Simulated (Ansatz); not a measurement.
# Nudged elastic band of SiNH$_{5}$SCl$_{2}$ (part 2 of 2)

The same run, continued: SiNH$_{5}$SCl$_{2}$; RKS PBE-D4/6-31G* (Ansatz 0.2.0). It belongs to a series of runs on one base structure; here: band between the two ends.

Geometry of the input (Å):
```
Si 0.4132  -0.0420  -0.1320
H  0.3903  0.1579  1.3376
N  2.0089  0.1818  -0.7247
H  2.7734  -0.2884  -0.2366
H  2.1764  0.2127  -1.7314
Cl -0.7865  1.3425  -1.1026
Cl -0.4350  -1.9206  -0.5073
S  -3.0289  -0.0673  1.9308
H  -3.0142  0.7243  0.8263
H  -2.7314  -1.1739  1.1998
```

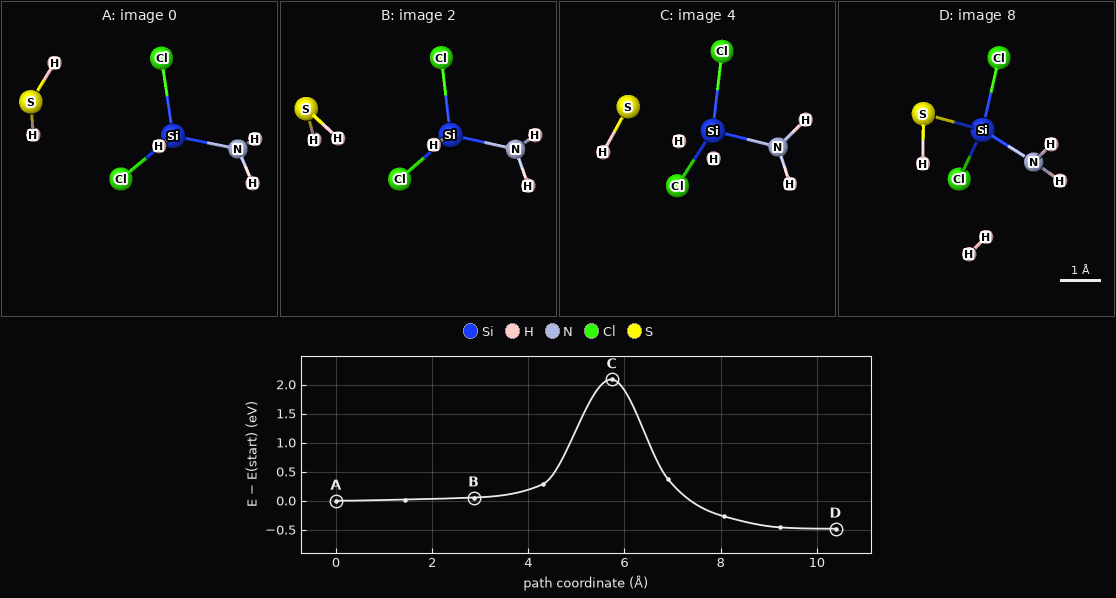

*Images of the last band (counted from 0; ball-and-stick, seen at a tilt) above the energy along the path; the line is a cubic interpolation that uses the forces.*

The highest image is number 4, 2.088 eV above the start and 2.569 eV above the end (the climbing image); the end lies 0.481 eV below the start. The path is 10.39 Å long. The band converged in 28 iterations.

```
Total energy: -45308.26246766 eV, -1665.0479346432 hartree
Atom 0 at    -0.246402     0.000077    -0.285515 Å, force    -0.055818     0.024456     0.008228 eV/Å
Atom 1 at     0.055799    -0.231751     1.425860 Å, force    -0.007853     0.006313     0.007317 eV/Å
Atom 2 at     1.460205    -0.077972    -0.602178 Å, force     0.002301    -0.000767    -0.014513 eV/Å
Atom 3 at     2.003501    -0.835038    -0.182197 Å, force     0.020595     0.024289     0.006848 eV/Å
Atom 4 at     1.985583     0.796649    -0.639612 Å, force     0.021813    -0.020336     0.006883 eV/Å
Atom 5 at    -0.551029     1.831014    -1.272997 Å, force    -0.005473    -0.011337     0.003143 eV/Å
Atom 6 at    -0.855399    -1.854005    -1.017990 Å, force     0.000155    -0.021970    -0.016892 eV/Å
Atom 7 at    -2.420449     0.392837     0.886833 Å, force     0.009032     0.045557    -0.010203 eV/Å
Atom 8 at    -2.768171    -0.918369     0.987148 Å, force     0.000160    -0.020067     0.005116 eV/Å
Atom 9 at    -0.897436     0.023761     1.560446 Å, force     0.015088    -0.026139     0.004073 eV/Å
Dipole moment:     0.495978    -0.201501     0.387097 e Å
this run last wrote the band of iteration 28 to [file]
```

## The last band as extended XYZ (Å, eV, eV/Å)
```
10
Properties=species:S:1:pos:R:3:forces:R:3 image=0 energy=-45310.35081
Si    0.4132   -0.0420   -0.1320    0.0055   0.0020  -0.0058
H     0.3903    0.1579    1.3376   -0.0008  -0.0007   0.0005
N     2.0089    0.1818   -0.7247   -0.0030  -0.0094   0.0103
H     2.7734   -0.2884   -0.2366    0.0005   0.0049  -0.0064
H     2.1764    0.2127   -1.7314   -0.0013   0.0005   0.0011
Cl   -0.7865    1.3425   -1.1026   -0.0021   0.0015  -0.0004
Cl   -0.4350   -1.9206   -0.5073    0.0011   0.0008   0.0014
S    -3.0289   -0.0673    1.9308    0.0006   0.0000  -0.0009
H    -3.0142    0.7243    0.8263   -0.0002   0.0016   0.0002
H    -2.7314   -1.1739    1.1998   -0.0003  -0.0013  -0.0001
10
Properties=species:S:1:pos:R:3:forces:R:3 image=1 energy=-45310.33073
Si    0.4057    0.0704   -0.1965    0.0004   0.0003   0.0000
H     0.3535    0.1401    1.2844    0.0030   0.0025   0.0012
N     2.0401    0.1381   -0.7206   -0.0002   0.0010  -0.0002
H     2.7170   -0.4861   -0.2782    0.0021   0.0022   0.0002
H     2.2464    0.2627   -1.7128   -0.0012  -0.0021  -0.0031
Cl   -0.5726    1.6639   -1.0798   -0.0011  -0.0015  -0.0006
Cl   -0.6436   -1.6588   -0.7538    0.0016  -0.0028   0.0052
S    -3.0130    0.1853    1.7833    0.0031   0.0013   0.0030
H    -3.0562   -0.0831    0.4525   -0.0014   0.0094  -0.0021
H    -2.7111   -1.1053    2.0812   -0.0063  -0.0102  -0.0036
10
Properties=species:S:1:pos:R:3:forces:R:3 image=2 energy=-45310.29542
Si    0.3260    0.0614   -0.2836    0.0071   0.0044  -0.0005
H     0.1307   -0.0275    1.1871    0.0044   0.0051   0.0003
N     2.0046    0.0558   -0.6450    0.0050  -0.0023   0.0080
H     2.5785   -0.7183   -0.3059    0.0066   0.0071   0.0031
H     2.3158    0.3719   -1.5643   -0.0023  -0.0110  -0.0216
Cl   -0.4429    1.8117   -1.0525    0.0028   0.0014  -0.0026
Cl   -0.7741   -1.5297   -1.0936    0.0006   0.0036   0.0010
S    -3.2372    0.1381    1.6137   -0.0092  -0.0021   0.0057
H    -2.9556   -0.7680    0.6402   -0.0004   0.0064  -0.0088
H    -2.1797   -0.2682    2.3638   -0.0146  -0.0125   0.0154
10
Properties=species:S:1:pos:R:3:forces:R:3 image=3 energy=-45310.06812
Si    0.1657   -0.0530   -0.3138    0.1189  -0.0129   0.0049
H     0.0008   -0.1279    1.1724   -0.0222   0.0487  -0.0865
N     1.8030   -0.1199   -0.8045    0.1522  -0.0387  -0.0972
H     2.3763   -0.8741   -0.4271    0.1293  -0.0185  -0.0569
H     2.3089    0.7639   -0.8470    0.1022  -0.0011  -0.0674
Cl   -0.5632    1.7233   -1.0647    0.0006  -0.0501   0.0531
Cl   -0.8333   -1.7104   -1.0608    0.0133   0.0374  -0.0019
S    -2.9361    0.3020    1.4335   -0.1785  -0.0231   0.1810
H    -2.9263   -0.9709    0.9606   -0.0560  -0.0152  -0.0138
H    -1.6296    0.1943    1.8112   -0.2599   0.0734   0.0847
10
Properties=species:S:1:pos:R:3:forces:R:3 image=4 energy=-45308.26243
Si   -0.2464    0.0001   -0.2855   -0.0558   0.0245   0.0082
H     0.0558   -0.2318    1.4259   -0.0079   0.0063   0.0073
N     1.4602   -0.0780   -0.6022    0.0023  -0.0008  -0.0145
H     2.0035   -0.8350   -0.1822    0.0206   0.0243   0.0068
H     1.9856    0.7966   -0.6396    0.0218  -0.0203   0.0069
Cl   -0.5510    1.8310   -1.2730   -0.0055  -0.0113   0.0031
Cl   -0.8554   -1.8540   -1.0180    0.0002  -0.0220  -0.0169
S    -2.4204    0.3928    0.8868    0.0090   0.0456  -0.0102
H    -2.7682   -0.9184    0.9871    0.0002  -0.0201   0.0051
H    -0.8974    0.0238    1.5604    0.0151  -0.0261   0.0041
10
Properties=species:S:1:pos:R:3:forces:R:3 image=5 energy=-45309.96857
Si   -0.4580    0.0630   -0.5956   -0.2155   0.0498  -0.2808
H     0.1954   -0.3523    1.9125    0.1550  -0.1208   0.4465
N     1.2511   -0.0236   -0.3810   -0.2042   0.0665   0.1814
H     1.7688   -0.8529   -0.0882   -0.2141   0.0044   0.0523
H     1.8433    0.8006   -0.4873   -0.1483   0.0220   0.1105
Cl   -0.5432    1.8297   -1.6875   -0.0308   0.0156  -0.3723
Cl   -0.8606   -1.8661   -1.2786   -0.0033  -0.0152  -0.2467
S    -2.2968    0.4771    0.5587    0.1264   0.0715  -0.2658
H    -2.6041   -0.8003    0.9297    0.1705   0.0747  -0.0166
H    -0.5299   -0.1479    1.9772    0.3644  -0.1685   0.3915
10
Properties=species:S:1:pos:R:3:forces:R:3 image=6 energy=-45310.61677
Si   -0.5197    0.0939   -0.8412   -0.0075  -0.0007  -0.0663
H     0.2565   -0.3554    2.1571    0.0202  -0.0029   0.0568
N     1.0688   -0.0068   -0.2004   -0.0362   0.0256   0.0438
H     1.5586   -0.8957   -0.1177   -0.0496  -0.0098  -0.0141
H     1.6948    0.7971   -0.2265   -0.0406   0.0069   0.0502
Cl   -0.5078    1.6857   -2.1703   -0.0117  -0.0288  -0.0990
Cl   -0.8668   -1.7823   -1.6697   -0.0031   0.0140  -0.0841
S    -2.2294    0.5843    0.3647    0.0162   0.0198  -0.0366
H    -2.3478   -0.6389    0.9510    0.0658   0.0244   0.0098
H    -0.3409   -0.3546    2.6128    0.0466  -0.0484   0.1394
10
Properties=species:S:1:pos:R:3:forces:R:3 image=7 energy=-45310.80823
Si   -0.5272    0.0851   -1.0357   -0.0028   0.0055  -0.0204
H     0.1242   -0.5002    2.3463   -0.0054  -0.0110   0.0139
N     0.9039   -0.0963   -0.0957   -0.0115  -0.0060   0.0109
H     1.6091   -0.7596   -0.4215    0.0059   0.0145  -0.0242
H     1.3331    0.7379    0.3092   -0.0301  -0.0034   0.0296
Cl   -0.4264    1.5319   -2.5253    0.0005  -0.0124  -0.0261
Cl   -0.7945   -1.7691   -1.9248    0.0028  -0.0019  -0.0127
S    -2.1956    0.7012    0.1431    0.0041   0.0163  -0.0237
H    -2.0543   -0.3116    1.0411    0.0231   0.0101   0.0253
H    -0.2061   -0.4922    3.0231    0.0135  -0.0115   0.0274
10
Properties=species:S:1:pos:R:3:forces:R:3 image=8 energy=-45310.83134
Si   -0.4976    0.1127   -1.0498    0.0093  -0.0046   0.0001
H     0.0037   -0.9203    2.2926   -0.0073  -0.0047   0.0128
N     0.9070    0.0865   -0.0537   -0.0123  -0.0033  -0.0182
H     1.6899   -0.5052   -0.3391    0.0017   0.0010   0.0050
H     1.2307    0.9716    0.3414   -0.0027   0.0016   0.0000
Cl   -0.3893    1.2496   -2.7886   -0.0004  -0.0004   0.0092
Cl   -0.7727   -1.8599   -1.6239    0.0029   0.0026   0.0034
S    -2.1280    0.9571    0.0361    0.0034  -0.0007   0.0052
H    -1.9213    0.1629    1.1234   -0.0013   0.0044  -0.0042
H    -0.3562   -1.1279    2.9215    0.0067   0.0042  -0.0133
```

## Summary

```json
{"quantity": "outcome", "value": "converged"}
{"quantity": "barrier, forward", "value": "2.088 eV"}
{"quantity": "barrier, backward", "value": "2.569 eV"}
{"quantity": "wall time", "value": "7.7 min (CPU time 15 min)"}
{"quantity": "peak memory", "value": "0.17 GiB"}
```

## Notes

The order of the saddle point was not checked.
